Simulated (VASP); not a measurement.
Band structure of Mo$_{3}$Si (A15). Calculation: r2SCAN meta-GGA, VASP's PBE PAW potentials (set 64) (plane waves; VASP).

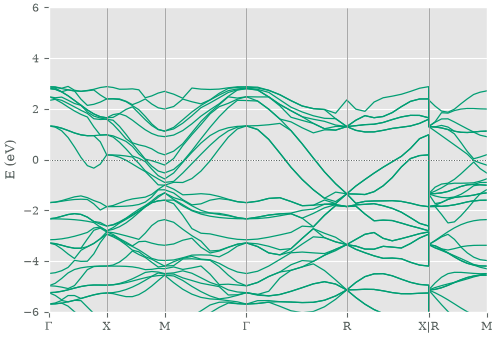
Figure. Bands along high-symmetry lines, zero at the valence-band maximum or, without a gap, the Fermi level

Question: Read the plot: is there a gap, and where are the band edges?

Answer: It has no gap at this level: it comes out as a metal or semimetal.

The compound is Mo3Si in the A15 structure. It was relaxed first.
